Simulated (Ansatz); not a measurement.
```xyz
8

H    -1.4216    0.8199   -0.6231
N    -1.7829    0.1751    0.0931
Ge    1.1823    0.0013   -0.2517
H    -1.5474   -0.7865   -0.1836
H    -1.3255    0.3882    0.9886
H     1.0937   -1.5432   -0.1025
H     2.4437    0.3499   -1.0949
H     1.3578    0.5952    1.1741
```

All numbers below come from UKS LDA/def2-SVP in Ansatz.

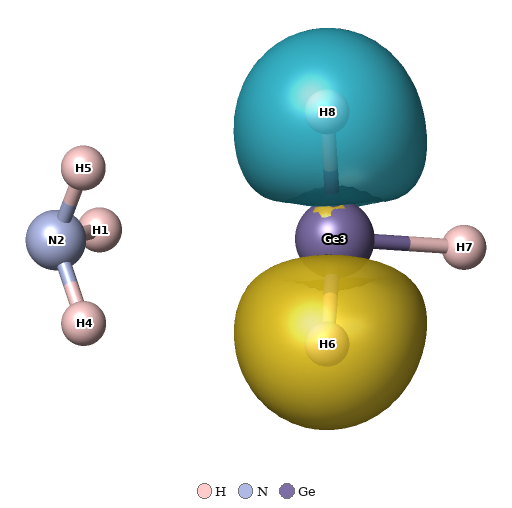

NH3···GeH3 (doublet). The HOMO−1 (β) at ±0.15 Å⁻³ᐟ² (yellow and cyan are the two phases), seen across its widest extent.

### What is the character of this orbital?

Its weight (Hirshfeld) is mainly on Ge3 (about 45 %), H8 (about 25 %) and H6 (about 25 %). Its energy is −8.02 eV.
